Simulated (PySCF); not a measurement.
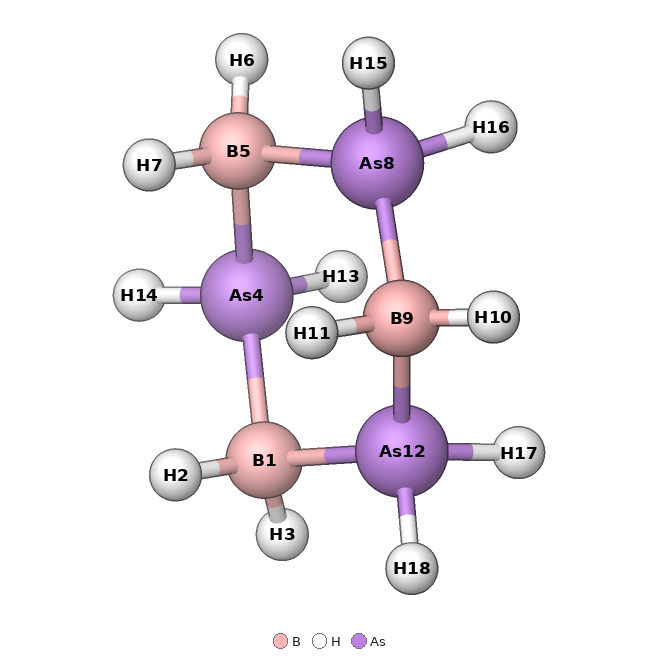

The geometry was computed by an optimisation with PBE0-D3(BJ)/def2-SVP. No frequency run is at hand to confirm it as a minimum.

Question: What is the geometry at As4?

Answer: As4 has 4 neighbours (B1 at 2.05, B5 at 2.05, H13 at 1.51, H14 at 1.51 Å); the arrangement is tetrahedral.

Question: Describe the coordination of atom 8.

Answer: As8 has 4 neighbours (B5 at 2.05, B9 at 2.05, H15 at 1.51, H16 at 1.51 Å); the arrangement is tetrahedral.

Question: Describe the coordination of atom 1.

Answer: B1 has 4 neighbours (H2 at 1.22, H3 at 1.21, As4 at 2.05, As12 at 2.05 Å); the arrangement is tetrahedral.

Question: What is the dihedral angle As4–B1–As12–B9?

Answer: 51° in size, that is gauche.
